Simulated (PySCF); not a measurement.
**BSiNH5Cl (SMILES BN[SiH2]Cl): HF/STO-3G**

What is the vertical ionisation energy of BSiNH5Cl at HF/STO-3G? The job is set up through a Python script.

The calculation is run with PySCF 2.14.0.

**1. The molecule**

BSiNH5Cl: 9 atoms, total charge 0, spin state singlet. SMILES: `BN[SiH2]Cl`. The coordinates come from a PBE0-D4/def2-TZVP relaxation. This is one conformer, not always the lowest.

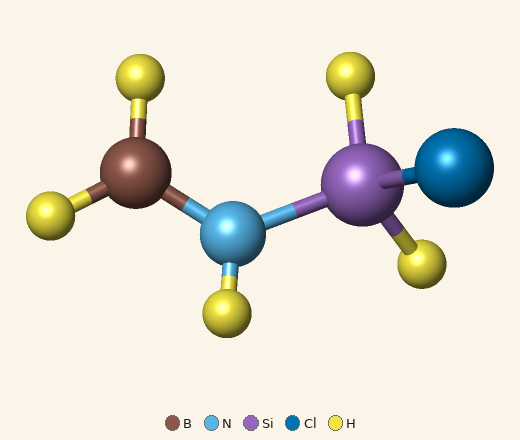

The structure, seen from a chosen angle (boron brown, nitrogen blue, silicon purple, chlorine blue, hydrogen yellow).

**2. A single-point energy at HF/STO-3G**

input.py reads:

```python
from pyscf import gto, scf

molecule = gto.Mole()
molecule.atom = '''
B     -0.200311     2.969705     0.063495
N     -0.077668     0.547265     1.132324
Si    -0.051967    -2.268427    -0.527612
Cl     3.479175    -3.885277    -0.478857
H     -0.318419     3.160189    -2.187358
H     -0.196343     4.786676     1.408980
H      0.042519     0.436527     3.036223
H     -1.765193    -4.111477     0.691829
H     -0.744174    -1.722863    -3.171338
'''
molecule.unit = 'bohr'
molecule.max_memory = 1860
molecule.verbose = 3
molecule.basis = 'sto-3g'
molecule.charge = 0
molecule.build()

myscf = scf.RHF(molecule)
myscf.conv_tol = 1e-10
myscf.kernel()
if not myscf.converged:
    myscf = myscf.newton().run(myscf.mo_coeff, myscf.mo_occ)

energy = myscf.e_tot
print('E = %.10f Eh' % energy)
```

Command:

```console
$ OMP_NUM_THREADS=1 python input.py
```

Output:

```text
converged SCF energy = -821.329382737759
E = -821.3293827378 Eh
```

Wall time 0.72 s (1 thread of Arm Neoverse V1, shared host); peak memory 0.1 GiB.

**3. The doublet cation**

geometry.xyz reads:

```xyz
9
BClH5NSi
B     -0.106000     1.571500     0.033600
N     -0.041100     0.289600     0.599200
Si    -0.027500    -1.200400    -0.279200
Cl     1.841100    -2.056000    -0.253400
H     -0.168500     1.672300    -1.157500
H     -0.103900     2.533000     0.745600
H      0.022500     0.231000     1.606700
H     -0.934100    -2.175700     0.366100
H     -0.393800    -0.911700    -1.678200
```

run.py reads:

```python
from pyscf import gto

molecule = gto.M(
    atom='geometry.xyz',
    spin=1,
    charge=1,
    verbose=3,
    max_memory=1860,
    basis='sto-3g',
)

calc0 = molecule.UHF()
calc0.conv_tol = 1e-10
calc0.kernel()
if not calc0.converged:
    calc0 = calc0.newton().run(calc0.mo_coeff, calc0.mo_occ)

e_tot = calc0.e_tot
print('Final energy', e_tot)
```

Command:

```console
$ OMP_NUM_THREADS=1 python run.py
```

Output:

```text
converged SCF energy = -821.037498794933  <S^2> = 0.75961302  2S+1 = 2.00959
Final energy -821.0374987949331
```

Run time: 0.95 s. Hardware: 1 thread of Arm Neoverse V1, shared host; peak memory 0.12 GiB.

**4. Summary of results**

At HF/STO-3G:

| quantity | value |
| --- | --- |
| singlet BSiNH5Cl: total energy | -821.32938 Eh |
| singlet BSiNH5Cl: dipole moment | 2.59 D |
| singlet BSiNH5Cl: HOMO energy | -10.07 eV |
| singlet BSiNH5Cl: LUMO energy | 8.16 eV |
| singlet BSiNH5Cl: HOMO–LUMO gap | 18.23 eV |
| doublet cation: total energy | -821.03750 Eh |
| doublet cation: HOMO energy (highest over α and β) | -15.50 eV |
| doublet cation: LUMO energy (lowest over α and β) | -6.05 eV |
| doublet cation: ⟨S²⟩ | 0.760 |
| vertical ionisation energy (to the doublet cation) | 7.943 eV |

What this shows: The vertical ionisation energy comes to 7.94 eV (183 kcal/mol). The negative HOMO energy of the first species, 10.07 eV, lies 2.13 eV above that difference. In a minimal basis such a difference can be off by several eV, whatever the method. Mulliken charges (doublet cation) run from -0.35 on N2 to +0.96 on Si3.
